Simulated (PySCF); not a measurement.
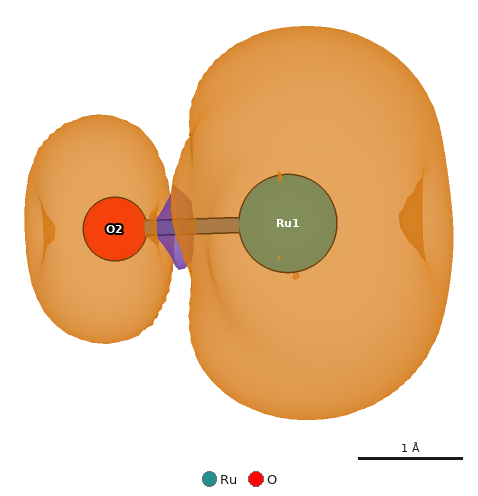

RuO (quintet). Isosurfaces of the spin density (α minus β) at +0.02 (orange) and −0.02 e/Å³ (purple), seen from one side.

Core potentials replace the inner electrons of Ru.

Theory: PBE0/def2-TZVPP, non-relativistic Hamiltonian with scalar-relativistic core potentials where named, at a bond length of 1.691 Å in PySCF 2.14.0.

> Describe the spin distribution.

The unpaired spin (4 electrons) lies mostly on Ru1 (about 3.4) and O2 (about 0.6), in electrons by Hirshfeld's partition.
